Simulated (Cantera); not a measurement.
Feed: 1 mol CuF2, 0.73 mol H2, 0.54 mol N2, held at 1330 Pa.

Method: chemical equilibrium by Gibbs-energy minimisation in Cantera with the NASA 1993 tables (ideal gas, pure condensed phases). Candidate condensed phases: Cu, CuF2; 25 gas species. Mutual solubility and eutectic melting of coexisting phases are not modelled. Kinetics and transport are ignored.

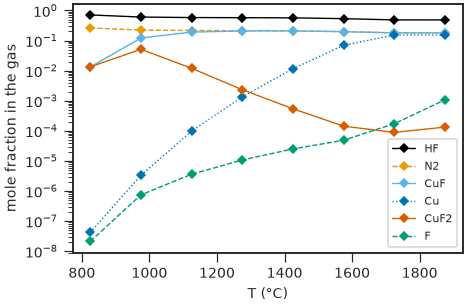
Equilibrium gas composition (values under 1e-9 drawn at 1e-9)

**Question.** Read off the mole fractions at 1875 °C.

**Answer.** HF about 0.49, N2 about 0.18, CuF about 0.18, Cu about 0.15, F about 0.0011, CuF2 about 0.00013.
